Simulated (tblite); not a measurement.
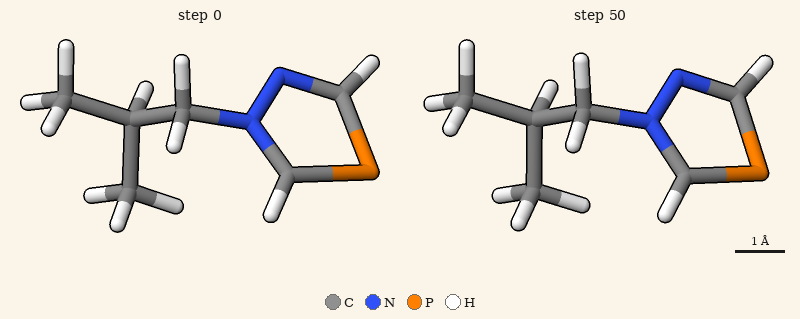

The structure of C$_{6}$H$_{11}$N$_{2}$P before (left) and after (right) a relaxation, at one scale.

A stick model, seen face on.

All numbers below come from tblite, GFN2-xTB geometry optimisation, gas phase. 

Q: What changed between the two?

A: Over 50 geometry steps the energy falls by 44.3 kJ/mol. The P atom moves most after the best rigid fit: 0.24 Å. By element the largest moves are P 0.24 Å, H 0.19 Å, C 0.11 Å, N 0.08 Å. Some distances before and after: C–P 1.836 → 1.723 Å, C–P 1.825 → 1.758 Å, N–N 1.370 → 1.318 Å, C–N 1.340 → 1.306 Å. Among the angles between lasting bonds that change: P–C–H 123.1° → 128.1°, P–C–H 121.4° → 125.8°, P–C–N 120.0° → 115.7°.
